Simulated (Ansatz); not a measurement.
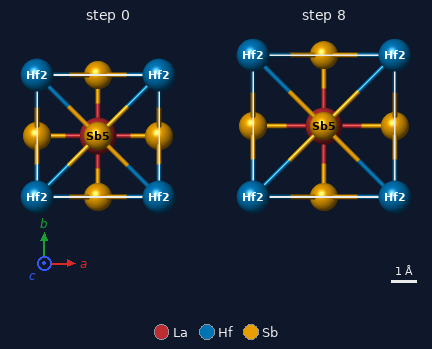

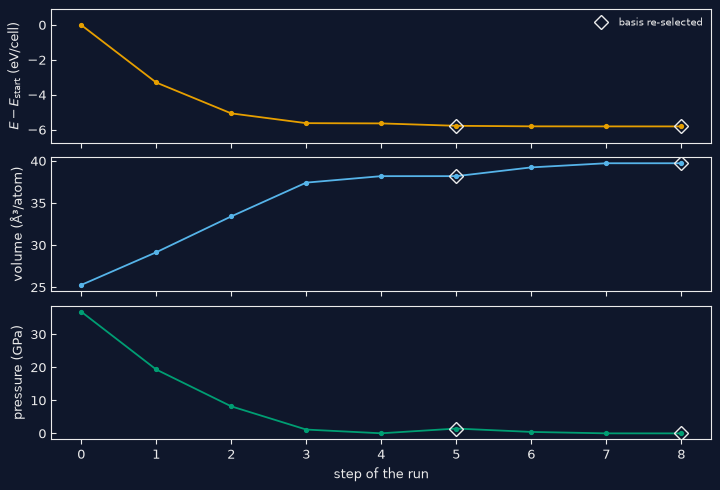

First and last geometry of a relaxation of a crystal of LaHfSb3 (a generated structure, set up in Pm-3m) (coarse preliminary run), with the history of the run. A ball-and-stick model of the cell of the calculation, seen along the c axis.

Computed with DFT PBE, scalar-relativistic, plane waves, PAW in Ansatz.

The input:
```yaml
crystal:
  lattice:
    - [5.0184228, 0.0, 0.0]
    - [0.0, 5.0184228, 0.0]
    - [0.0, 0.0, 5.0184228]
  atoms:
    - { symbol: La, position: [0.5, 0.5, 0.5] }
    - { symbol: Hf, position: [0.0, 0.0, 0.0] }
    - { symbol: Sb, position: [0.0, 0.5, 0.5] }
    - { symbol: Sb, position: [0.5, 0.0, 0.5] }
    - { symbol: Sb, position: [0.5, 0.5, 0.0] }
basis:
  ecutwfc: 420
kpoints:
  mp_grid: { grid: [4, 4, 4] }
hamiltonian:
  xc: pbe
scf:
  occupations: { method: gaussian, width: 0.1 }
  lower_state_search: "off"
output:
  forces: true
  stress: true
  eigenvalues: true
relax:
  adjacent_minimum: "off"
  f_tol: 0.04
  max_steps: 70
  cell: { stress_tol: 0.4 }
```

Run as
```bash
ansatz run input.yaml --threads 1 --pin off --max-ram 2048MiB --backend cpu --events-out ev --progress --plain --runs-dir out
```

Question: Read the history and describe the run.

Answer: It converged. No atom moves by more than 0.005 Å relative to the cell. The drawn cell changes as follows: a = b = c 5.018 → 5.835 Å (+16.3 %); the volume changes by +57.2 %. Some distances before and after: Hf2–Sb3 3.549 → 4.126 Å, La1–Sb3 2.509 → 2.917 Å. The space group stays Pm-3m (No. 221). The energy falls by 5.807 eV per cell of the calculation in 6 accepted moves (8 points after the start). All forces vanish by symmetry, so only the cell relaxes. The pressure goes from 36.84 to 0.02 GPa. The SCF was repeated twice at an unchanged geometry on a basis and grid sized afresh for the cell, which shifted the energy by 0.138 eV per cell of the calculation at most.
